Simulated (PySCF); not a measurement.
# ClLaO (La(O)(Cl)): the cost of one run

Program: PySCF 2.14.0. Level of theory: several levels, as the steps say, no spin–orbit coupling. These are calculated values, not measurements.

1 further run of the same task is left out (for a known fault of the program).

## 1. Where the work starts

3 atoms, charge 0, spin multiplicity 1.

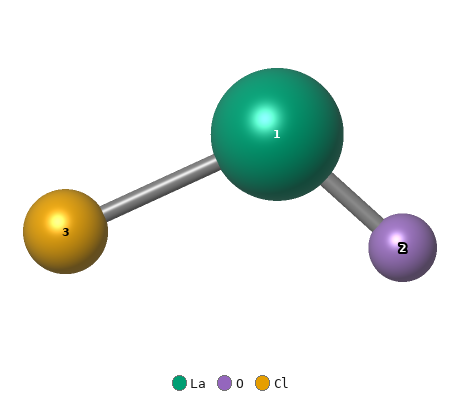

The geometry (lanthanum teal, oxygen purple, chlorine amber); atoms are numbered from 1 in the order of the file.

Coordinates:

```
La    0.2927    0.0000   -0.4754
O     1.8661    0.0000    0.6423
Cl   -1.9758    0.0000    0.9077
```

Formal oxidation states: La +3. An earlier session relaxed this geometry at PBE0, La def2-SVP with ECP46, O def2-SVP, Cl def2-SVP (singlet, point group Cs).

At PBE0 on the finer grid: E = -566.679052 Eh, HOMO -6.83 eV, LUMO -2.10 eV, Mulliken charge on La1 +0.82 e, largest force component 0.013 eV/Å. 

Levels to run: revPBE; CAM-B3LYP; PBE0, TZVP. Hardware: 2 threads of Intel Xeon at 2.50GHz (Skylake/Cascade Lake), shared host.

## 2. revPBE

run.py (the lines that set the calculation)

```python
mol = gto.M(atom='''
La     0.29269     0.00000    -0.47540
O      1.86608     0.00000     0.64230
Cl    -1.97583     0.00000     0.90774''',
    basis={'La': 'def2-SVP', 'O': 'def2-SVP', 'Cl': 'def2-SVP'},
    ecp={'La': 'def2-SVP'},
    charge=0, spin=0)
mf = dft.RKS(mol, xc='PBE_R,PBE')
mf.grids.atom_grid = (75, 302)  # f atoms: unpruned, at least (60, 302)
mf = mf.density_fit()  # fitting sets: La def2-universal-JKFIT, O def2-universal-JKFIT, Cl def2-universal-JKFIT
mf.conv_tol = 1e-08; mf.max_cycle = 55
mf.kernel(dm0)  # dm0: the density of the relaxed state
```

Run with:

```
$ OMP_NUM_THREADS=2 python run.py
```

**Question.** How long does this run take on 2 threads of Intel Xeon at 2.50GHz (Skylake/Cascade Lake), shared host?

About 14 s.
